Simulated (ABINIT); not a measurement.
# Quasiparticle gap of LiHS (Ama2) in ABINIT, part 2 of 3

Aim: the G0W0 gap of LiHS (Ama2) on PBEsol, step by step.

ABINIT 10.8.3; PBEsol and many-body steps on it, plane waves. Known limits of the many-body steps: not at the basis limit; coarse k mesh.

So far. Step 2 (Ground state): The gap is direct, at Γ.

## 3. Bands along the symmetry lines

Level of this step: DFT, PBEsol, plane waves, norm-conserving pseudopotentials (ABINIT).

Levels along a band path, at the cheap level, show where the edges lie and whether the meshes to come will hold them.

Contents of run.abi:

```
acell 3*1.0 Angstrom
rprim 
  6.156870000000 0.000000000000 0.000000000000
  0.000000000000 2.809205000000 2.757390000000
  0.000000000000 -2.809205000000 2.757390000000
ntypat 3
znucl 3 1 16
natom 6
typat 1 1 2 2 3 3
xred 
  0.500000000000 0.501660000000 0.501660000000
  0.000000000000 0.501660000000 0.501660000000
  0.250000000000 0.133090000000 0.983490000000
  0.750000000000 0.983490000000 0.133090000000
  0.750000000000 0.998760000000 0.475340000000
  0.250000000000 0.475340000000 0.998760000000
pp_dirpath "pseudos"
pseudos "Li.upf, H.upf, S.upf"
ecut 33
iscf -2
irdden 1
kptopt 0
nkpt 92
kpt 
  0.00000000 0.00000000 0.00000000
  0.00000000 0.06250000 -0.06250000
  0.00000000 0.12500000 -0.12500000
  0.00000000 0.18750000 -0.18750000
  0.00000000 0.25000000 -0.25000000
  0.00000000 0.31250000 -0.31250000
  0.00000000 0.37500000 -0.37500000
  0.00000000 0.43750000 -0.43750000
  0.00000000 0.50000000 -0.50000000
  0.00000000 0.50114216 -0.49885784
  0.00000000 0.50228433 -0.49771567
  0.00000000 0.50342649 -0.49657351
  0.00000000 0.50456865 -0.49543134
  0.00000000 0.50571082 -0.49428918
  0.00000000 0.50685298 -0.49314702
  0.00000000 0.50799515 -0.49200485
  0.00000000 0.50913731 -0.49086269
  0.00000000 0.49086269 0.49086269
  0.00000000 0.42950485 0.42950485
  0.00000000 0.36814702 0.36814702
  0.00000000 0.30678918 0.30678918
  0.00000000 0.24543134 0.24543134
  0.00000000 0.18407351 0.18407351
  0.00000000 0.12271567 0.12271567
  0.00000000 0.06135784 0.06135784
  0.00000000 0.00000000 0.00000000
  0.06250000 0.00000000 0.00000000
  0.12500000 0.00000000 0.00000000
  0.18750000 0.00000000 0.00000000
  0.25000000 0.00000000 0.00000000
  0.31250000 0.00000000 0.00000000
  0.37500000 0.00000000 0.00000000
  0.43750000 0.00000000 0.00000000
  0.50000000 0.00000000 0.00000000
  0.50000000 0.06135784 0.06135784
  0.50000000 0.12271567 0.12271567
  0.50000000 0.18407351 0.18407351
  0.50000000 0.24543134 0.24543134
  0.50000000 0.30678918 0.30678918
  0.50000000 0.36814702 0.36814702
  0.50000000 0.42950485 0.42950485
  0.50000000 0.49086269 0.49086269
  0.50000000 0.50913731 -0.49086269
  0.50000000 0.50799515 -0.49200485
  0.50000000 0.50685298 -0.49314702
  0.50000000 0.50571082 -0.49428918
  0.50000000 0.50456865 -0.49543134
  0.50000000 0.50342649 -0.49657351
  0.50000000 0.50228433 -0.49771567
  0.50000000 0.50114216 -0.49885784
  0.50000000 0.50000000 -0.50000000
  0.43750000 0.50000000 -0.50000000
  0.37500000 0.50000000 -0.50000000
  0.31250000 0.50000000 -0.50000000
  0.25000000 0.50000000 -0.50000000
  0.18750000 0.50000000 -0.50000000
  0.12500000 0.50000000 -0.50000000
  0.06250000 0.50000000 -0.50000000
  0.00000000 0.50000000 -0.50000000
  0.00000000 0.00000000 0.00000000
  0.00000000 0.06250000 0.00000000
  0.00000000 0.12500000 0.00000000
  0.00000000 0.18750000 0.00000000
  0.00000000 0.25000000 0.00000000
  0.00000000 0.31250000 0.00000000
  0.00000000 0.37500000 0.00000000
  0.00000000 0.43750000 0.00000000
  0.00000000 0.50000000 0.00000000
  0.06250000 0.50000000 0.00000000
  0.12500000 0.50000000 0.00000000
  0.18750000 0.50000000 0.00000000
  0.25000000 0.50000000 0.00000000
  0.31250000 0.50000000 0.00000000
  0.37500000 0.50000000 0.00000000
  0.43750000 0.50000000 0.00000000
  0.50000000 0.50000000 0.00000000
  0.50000000 0.43750000 0.00000000
  0.50000000 0.37500000 0.00000000
  0.50000000 0.31250000 0.00000000
  0.50000000 0.25000000 0.00000000
  0.50000000 0.18750000 0.00000000
  0.50000000 0.12500000 0.00000000
  0.50000000 0.06250000 0.00000000
  0.50000000 0.00000000 0.00000000
  0.50000000 0.06250000 -0.06250000
  0.50000000 0.12500000 -0.12500000
  0.50000000 0.18750000 -0.18750000
  0.50000000 0.25000000 -0.25000000
  0.50000000 0.31250000 -0.31250000
  0.50000000 0.37500000 -0.37500000
  0.50000000 0.43750000 -0.43750000
  0.50000000 0.50000000 -0.50000000
istwfk *1
nband 17
nbdbuf 2
tolwfr 1e-08
nstep 40
prtwf 0
prtvol 0
indata_prefix "in"
outdata_prefix "out"
tmpdata_prefix "tmp"
```

Started as:

```sh
OMP_NUM_THREADS=1 mpirun -n 8 abinit run.abi > log
```

Numbers of over 12 decimals in the logs are rounded to 6 here.

What it wrote:

```text
.Version 10.8.3 of ABINIT. v10.8.2 released Aug 2026.

 Symmetries : space group Am a 2 (# 40); Bravais oC (1-face-center ortho.)
[... echo of the input left out ...]
== DATASET  1 ==================================================================
-   mpi_nproc: 8, omp_nthreads: 1 (-1 if OMP is not activated)

--- !DatasetInfo
iteration_state: {dtset: 1, }
dimensions: {natom: 6, nkpt: 92, mband: 17, nsppol: 1, nspinor: 1, nspden: 1, mpw: 5862, }
cutoff_energies: {ecut:  33.0, pawecutdg:  -1.0, }
electrons: {nelect:   2.00000000E+01, charge:   0.00000000E+00, occopt:   1.00000000E+00, tsmear:   1.00000000E-02, }

 Real(R)+Recip(G) space primitive vectors, cartesian coordinates (Bohr,Bohr^-1):
 R(1)= 11.6347981  0.0000000  0.0000000  G(1)=  0.0859491  0.0000000  0.0000000
 R(2)=  0.0000000  5.3086281  5.2107119  G(2)=  0.0000000  0.0941863  0.0959562
 R(3)=  0.0000000 -5.3086281  5.2107119  G(3)=  0.0000000 -0.0941863  0.0959562
 Unit cell volume ucvol=  6.4367732E+02 bohr^3
 Angles (23,13,12)=  9.10666108E+01  9.00000000E+01  9.00000000E+01 degrees

 getcut: wavevector=  0.0000  0.0000  0.0000  ngfft=  64  40  40
         ecut(hartree)=     33.000   => boxcut(ratio)=   2.07980

--- Pseudopotential description ------------------------------------------------
- Li Generated using ONCVPSP code by D. R. Hamann
-  3.00000   3.00000  180301                  znucl, zion, pspdat
12 -116133 1 -1 1944                          pspcod,pspxc,lmax,lloc,mmax
     nproj     2     2     0
  pspatm : epsatm=    2.60875052
         --- l  ekb(1:nproj) -->
             0   -4.855856   -1.482423
             1   -2.171544   -0.427615
 pspatm: atomic psp has been read  and splines computed

- H Generated using ONCVPSP code by D. R. Hamann
-  1.00000   1.00000  180301                  znucl, zion, pspdat
12 -116133 1 -1 1180                          pspcod,pspxc,lmax,lloc,mmax
     nproj     2     1     0
  pspatm : epsatm=    0.35585368
         --- l  ekb(1:nproj) -->
             0   -1.674911   -0.523609
             1   -0.494138
 pspatm: atomic psp has been read  and splines computed

- S Generated using ONCVPSP code by D. R. Hamann
- 16.00000   6.00000  180301                  znucl, zion, pspdat
12 -116133 2 -1 1146                          pspcod,pspxc,lmax,lloc,mmax
     nproj     2     2     2
  pspatm : epsatm=    8.71840686
         --- l  ekb(1:nproj) -->
[...]
pspatm: atomic psp has been read  and splines computed

--------------------------------------------------------------------------------

================================================================================
 prteigrs : about to open file out_EIG
 Non-SCF case, kpt    1 (  0.00000  0.00000  0.00000), residuals and eigenvalues=
  3.68E-09  9.07E-09  9.75E-09  3.88E-09  2.62E-09  8.62E-09  8.55E-09  2.99E-09
  7.00E-09  9.99E-09  3.59E-09  3.91E-09  7.75E-09  9.10E-10  9.26E-09  6.96E-09
[...]
Non-SCF case, kpt   92 (  0.50000  0.50000 -0.50000), residuals and eigenvalues=
[...]
-1.6059E+00 -1.6059E+00 -4.2717E-01 -4.2717E-01 -1.8074E-01 -1.8074E-01
 -7.5736E-02 -7.5736E-02 -4.2995E-02 -4.2995E-02  1.9626E-01  1.9626E-01
  2.6810E-01  2.6810E-01  2.8979E-01  2.8979E-01  3.2003E-01

--- !ResultsGS
iteration_state: {dtset: 1, }
comment   : Summary of ground state results
lattice_vectors:
- [ 11.6347981,   0.0000000,   0.0000000, ]
- [  0.0000000,   5.3086281,   5.2107119, ]
- [  0.0000000,  -5.3086281,   5.2107119, ]
lattice_lengths: [  11.63480,    7.43862,    7.43862, ]
lattice_angles: [ 91.067,  90.000,  90.000, ] # degrees, (23, 13, 12)
lattice_volume:   6.4367732E+02
convergence: {deltae:  0.000E+00, res2:  0.000E+00, residm:  9.988E-09, diffor:  0.000E+00, }
etotal    :  -3.76616627E+01
entropy   :   0.00000000E+00
fermie    :  -4.48585749E-03
cartesian_stress_tensor: null
pressure_GPa: null
xred      :
- [  5.0000E-01,   5.0166E-01,   5.0166E-01, Li]
- [  0.0000E+00,   5.0166E-01,   5.0166E-01, Li]
- [  2.5000E-01,   1.3309E-01,   9.8349E-01,  H]
- [  7.5000E-01,   9.8349E-01,   1.3309E-01,  H]
- [  7.5000E-01,   9.9876E-01,   4.7534E-01,  S]
- [  2.5000E-01,   4.7534E-01,   9.9876E-01,  S]
cartesian_forces: null
force_length_stats: {min: null, max: null, mean: null, }

 Integrated electronic density in atomic spheres:
 ------------------------------------------------
 Atom  Sphere_radius  Integrated_density
[...]
================================================================================

 ----iterations are completed or convergence reached----

 Mean square residual over all n,k,spin=   52.591E-10; max=  99.877E-10
 reduced coordinates (array xred) for    6 atoms
[...]
0.750000000000      0.998760000000      0.475340000000
       0.250000000000      0.475340000000      0.998760000000

 cartesian coordinates (angstrom) at end:
    1      3.078435     0.000000     2.766545
    2      0.000000     0.000000     2.766545
    3      1.539217    -2.388948     3.078847
    4      4.617653     2.388948     3.078847
    5      4.617653     1.470394     4.064669
    6      1.539217    -1.470394     4.064669
 length scales=  1.889726125908  1.889726125908  1.889726125908 bohr
              =  1.000000000000  1.000000000000  1.000000000000 angstroms
 prteigrs : about to open file out_EIG
 Eigenvalues (hartree) for nkpt=  92  k points:
 kpt#   1, nband= 17, wtk=  1.00000, kpt=  0.0000  0.0000  0.0000 (reduced coord)
[...]
kpt#   2, nband= 17, wtk=  1.00000, kpt=  0.0000  0.0625 -0.0625 (reduced coord)
[...]
kpt#   3, nband= 17, wtk=  1.00000, kpt=  0.0000  0.1250 -0.1250 (reduced coord)
[...]
kpt#  91, nband= 17, wtk=  1.00000, kpt=  0.5000  0.4375 -0.4375 (reduced coord)
[...]
0.32315
 kpt#  92, nband= 17, wtk=  1.00000, kpt=  0.5000  0.5000 -0.5000 (reduced coord)
  -1.60589   -1.60589   -0.42717   -0.42717   -0.18074   -0.18074   -0.07574   -0.07574
  -0.04299   -0.04299    0.19626    0.19626    0.26810    0.26810    0.28979    0.28979
   0.32003

== END DATASET(S) ==============================================================
================================================================================

 -outvars: echo values of variables after computation  --------
            nband          17
             nkpt          92
          spgroup          40
 [... the other variables as echoed above ...]

 Calculation completed.
```

Wall time 20 s (8 MPI ranks of Arm Neoverse V1, shared host); peak memory 0.65 GiB.

Numbers from this step:

```yaml
gap: 3.330 eV
k_of_the_valence_top: 0, 0, 0
k_of_the_conduction_bottom: 0, 0, 0
least_direct_gap: 3.330 eV
```

The gap is 3.330 eV, as in the run before at this level.

Electronic bands along the path, in eV, zero at the top of the highest filled band:

| point | band 7 | band 8 | band 9 | band 10 | band 11 | band 12 | band 13 | band 14 |
| --- | --- | --- | --- | --- | --- | --- | --- | --- |
| Γ | -2.12 | -0.64 | -0.59 | 0.00 | 3.33 | 3.69 | 5.08 | 5.11 |
| Y | -2.11 | -1.72 | -0.94 | -0.88 | 4.17 | 4.25 | 6.01 | 7.44 |
| F0 | -2.11 | -1.72 | -0.94 | -0.88 | 4.17 | 4.25 | 6.01 | 7.45 |
| jump to Δ0 | -2.11 | -1.72 | -0.94 | -0.88 | 4.17 | 4.25 | 6.01 | 7.45 |
| Γ | -2.12 | -0.64 | -0.59 | 0.00 | 3.33 | 3.69 | 5.08 | 5.11 |
| Z | -1.27 | -1.27 | -0.64 | -0.64 | 3.84 | 3.84 | 5.44 | 5.44 |
| B0 | -1.94 | -1.94 | -1.05 | -1.05 | 5.46 | 5.46 | 7.41 | 7.41 |
| jump to G0 | -1.94 | -1.94 | -1.05 | -1.05 | 5.46 | 5.46 | 7.41 | 7.41 |
| T | -1.94 | -1.94 | -1.05 | -1.05 | 5.46 | 5.46 | 7.42 | 7.42 |
| Y | -2.11 | -1.72 | -0.94 | -0.88 | 4.17 | 4.25 | 6.01 | 7.44 |
| jump to Γ | -2.12 | -0.64 | -0.59 | 0.00 | 3.33 | 3.69 | 5.08 | 5.11 |
| S | -2.32 | -1.33 | -0.86 | -0.43 | 4.27 | 5.79 | 6.79 | 7.46 |
| R | -2.54 | -1.04 | -0.54 | -0.42 | 4.13 | 5.81 | 6.17 | 7.03 |
| Z | -1.27 | -1.27 | -0.64 | -0.64 | 3.84 | 3.84 | 5.44 | 5.44 |
| T | -1.94 | -1.94 | -1.05 | -1.05 | 5.46 | 5.46 | 7.42 | 7.42 |

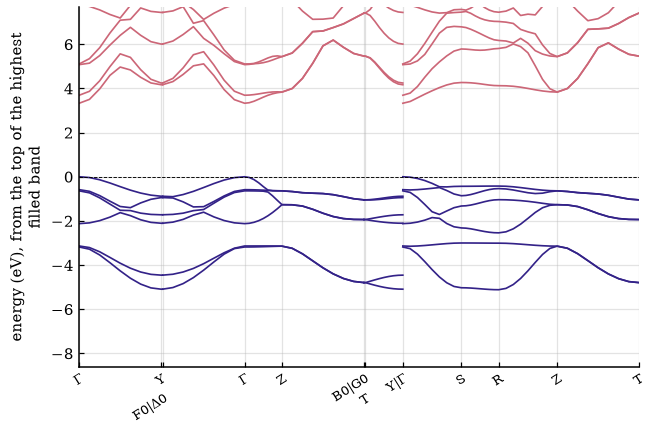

Electronic bands along the path; lines of filled and empty bands in two colours.

## 4. Empty states on the mesh, 2×2×2 mesh, 79 bands

The sums over transitions need many empty states on a uniform mesh; this step solves for them.

Contents of run.abi:

```
acell 3*1.0 Angstrom
rprim 
  6.156870000000 0.000000000000 0.000000000000
  0.000000000000 2.809205000000 2.757390000000
  0.000000000000 -2.809205000000 2.757390000000
ntypat 3
znucl 3 1 16
natom 6
typat 1 1 2 2 3 3
xred 
  0.500000000000 0.501660000000 0.501660000000
  0.000000000000 0.501660000000 0.501660000000
  0.250000000000 0.133090000000 0.983490000000
  0.750000000000 0.983490000000 0.133090000000
  0.750000000000 0.998760000000 0.475340000000
  0.250000000000 0.475340000000 0.998760000000
pp_dirpath "pseudos"
pseudos "Li.upf, H.upf, S.upf"
ecut 33
ngkpt 2 2 2
nshiftk 1
shiftk 0 0 0
kptopt 1
chksymbreak 0
iscf -2
irdden 1
istwfk *1
nband 79
nbdbuf 6
tolwfr 1e-09
nstep 60
prtvol 0
indata_prefix "in"
outdata_prefix "out"
tmpdata_prefix "tmp"
```

What it wrote:

```text
.Version 10.8.3 of ABINIT. v10.8.2 released Aug 2026.

 Symmetries : space group Am a 2 (# 40); Bravais oC (1-face-center ortho.)
[... echo of the input left out ...]
== DATASET  1 ==================================================================
-   mpi_nproc: 8, omp_nthreads: 1 (-1 if OMP is not activated)
-    --> not optimal distribution: autoparal keyword recommended in input file <--

--- !DatasetInfo
iteration_state: {dtset: 1, }
dimensions: {natom: 6, nkpt: 6, mband: 79, nsppol: 1, nspinor: 1, nspden: 1, mpw: 5848, }
cutoff_energies: {ecut:  33.0, pawecutdg:  -1.0, }
electrons: {nelect:   2.00000000E+01, charge:   0.00000000E+00, occopt:   1.00000000E+00, tsmear:   1.00000000E-02, }

 Real(R)+Recip(G) space primitive vectors, cartesian coordinates (Bohr,Bohr^-1):
 R(1)= 11.6347981  0.0000000  0.0000000  G(1)=  0.0859491  0.0000000  0.0000000
 R(2)=  0.0000000  5.3086281  5.2107119  G(2)=  0.0000000  0.0941863  0.0959562
 R(3)=  0.0000000 -5.3086281  5.2107119  G(3)=  0.0000000 -0.0941863  0.0959562
 Unit cell volume ucvol=  6.4367732E+02 bohr^3
 Angles (23,13,12)=  9.10666108E+01  9.00000000E+01  9.00000000E+01 degrees

 getcut: wavevector=  0.0000  0.0000  0.0000  ngfft=  64  40  40
         ecut(hartree)=     33.000   => boxcut(ratio)=   2.07980

--- Pseudopotential description ------------------------------------------------
- Li Generated using ONCVPSP code by D. R. Hamann
-  3.00000   3.00000  180301                  znucl, zion, pspdat
12 -116133 1 -1 1944                          pspcod,pspxc,lmax,lloc,mmax
     nproj     2     2     0
  pspatm : epsatm=    2.60875052
         --- l  ekb(1:nproj) -->
             0   -4.855856   -1.482423
             1   -2.171544   -0.427615
 pspatm: atomic psp has been read  and splines computed

- H Generated using ONCVPSP code by D. R. Hamann
-  1.00000   1.00000  180301                  znucl, zion, pspdat
12 -116133 1 -1 1180                          pspcod,pspxc,lmax,lloc,mmax
     nproj     2     1     0
  pspatm : epsatm=    0.35585368
         --- l  ekb(1:nproj) -->
             0   -1.674911   -0.523609
             1   -0.494138
 pspatm: atomic psp has been read  and splines computed

- S Generated using ONCVPSP code by D. R. Hamann
- 16.00000   6.00000  180301                  znucl, zion, pspdat
12 -116133 2 -1 1146                          pspcod,pspxc,lmax,lloc,mmax
     nproj     2     2     2
  pspatm : epsatm=    8.71840686
         --- l  ekb(1:nproj) -->
[...]
pspatm: atomic psp has been read  and splines computed

--------------------------------------------------------------------------------

================================================================================
 prteigrs : about to open file out_EIG
 Non-SCF case, kpt    1 (  0.00000  0.00000  0.00000), residuals and eigenvalues=
  3.27E-10  2.38E-10  1.14E-10  2.35E-10  5.55E-10  2.34E-10  1.52E-10  2.14E-10
[...]
7.04E-10  2.75E-09  2.45E-09  5.25E-08  2.96E-07  9.28E-06  1.57E-05
 -1.6060E+00 -1.6058E+00 -4.5319E-01 -4.3816E-01 -1.2144E-01 -1.1974E-01
 -8.2515E-02 -2.7947E-02 -2.5998E-02 -4.4859E-03  1.1789E-01  1.3122E-01
  1.8215E-01  1.8331E-01  2.8261E-01  2.8443E-01  3.5071E-01  3.8008E-01
[...]
1.3887E+00  1.3995E+00  1.4097E+00  1.4302E+00  1.4945E+00  1.4998E+00
  1.5210E+00  1.5271E+00  1.5297E+00  1.5409E+00  1.5438E+00  1.5583E+00
  1.5696E+00
 prteigrs : prtvol=0 or 1, do not print more k-points.

--- !ResultsGS
iteration_state: {dtset: 1, }
comment   : Summary of ground state results
lattice_vectors:
- [ 11.6347981,   0.0000000,   0.0000000, ]
- [  0.0000000,   5.3086281,   5.2107119, ]
- [  0.0000000,  -5.3086281,   5.2107119, ]
lattice_lengths: [  11.63480,    7.43862,    7.43862, ]
lattice_angles: [ 91.067,  90.000,  90.000, ] # degrees, (23, 13, 12)
lattice_volume:   6.4367732E+02
convergence: {deltae:  0.000E+00, res2:  0.000E+00, residm:  9.916E-10, diffor:  0.000E+00, }
etotal    :  -3.76616627E+01
entropy   :   0.00000000E+00
fermie    :  -4.48585749E-03
cartesian_stress_tensor: null
pressure_GPa: null
xred      :
- [  5.0000E-01,   5.0166E-01,   5.0166E-01, Li]
- [  0.0000E+00,   5.0166E-01,   5.0166E-01, Li]
- [  2.5000E-01,   1.3309E-01,   9.8349E-01,  H]
- [  7.5000E-01,   9.8349E-01,   1.3309E-01,  H]
- [  7.5000E-01,   9.9876E-01,   4.7534E-01,  S]
- [  2.5000E-01,   4.7534E-01,   9.9876E-01,  S]
cartesian_forces: null
force_length_stats: {min: null, max: null, mean: null, }

 Integrated electronic density in atomic spheres:
 ------------------------------------------------
 Atom  Sphere_radius  Integrated_density
[...]
================================================================================

 ----iterations are completed or convergence reached----

 Mean square residual over all n,k,spin=   40.446E-11; max=  99.162E-11
 reduced coordinates (array xred) for    6 atoms
[...]
0.750000000000      0.998760000000      0.475340000000
       0.250000000000      0.475340000000      0.998760000000

 cartesian coordinates (angstrom) at end:
    1      3.078435     0.000000     2.766545
    2      0.000000     0.000000     2.766545
    3      1.539217    -2.388948     3.078847
    4      4.617653     2.388948     3.078847
    5      4.617653     1.470394     4.064669
    6      1.539217    -1.470394     4.064669
 length scales=  1.889726125908  1.889726125908  1.889726125908 bohr
              =  1.000000000000  1.000000000000  1.000000000000 angstroms
 prteigrs : about to open file out_EIG
 Eigenvalues (hartree) for nkpt=   6  k points:
 kpt#   1, nband= 79, wtk=  0.12500, kpt=  0.0000  0.0000  0.0000 (reduced coord)
[...]
1.19293    1.24409    1.26322    1.31366    1.32551    1.33404    1.35426    1.37694
   1.38007    1.38587    1.38865    1.39951    1.40971    1.43017    1.49448    1.49976
   1.52096    1.52705    1.52974    1.54088    1.54384    1.55826    1.56960
 prteigrs : prtvol=0 or 1, do not print more k-points.

== END DATASET(S) ==============================================================
================================================================================

 -outvars: echo values of variables after computation  --------
            nband          79
             nkpt           6
          spgroup          40
 [... the other variables as echoed above ...]

 Calculation completed.
```

Wall time 14 s (8 MPI ranks); peak memory 0.57 GiB.

This step gave:

```
gap                                                           : 3.330 eV
k of the valence top                                          : 0, 0, 0
k of the conduction bottom                                    : 0, 0, 0
least direct gap                                              : 3.330 eV
k points computed                                             : 6
lowest point of the top converged band, above the valence top : 38.80 eV
```

On this mesh the gap is 3.330 eV.

[end of part 2 of 3]

[Paths, hosts, dates, memory and timing lines, banners, echoed tables and standing remarks are left out of the program output.]

[Logs are printed without paths, hosts, clocks, repeated set-up lines and the standing remarks that a program may print on its own settings, such as how far it seeks lower states.]

[Runs of the session that timed out or met a known fault of the program may be left out.]

[Hosts, paths, dates, database ids (printed as entryN), source tags and the programs' standing remarks are cut or masked in the printed files.]

[G0W0 gaps are taken among the corrected bands and points alone; a level outside them can change the order at an edge.]

[Where Ansatz stands beside ABINIT at settings called matched, ABINIT's density can come from a denser mesh and the files from another edition; pairs whose starting gaps differed by over 0.03 eV were left out, so agreement reads better than it is.]
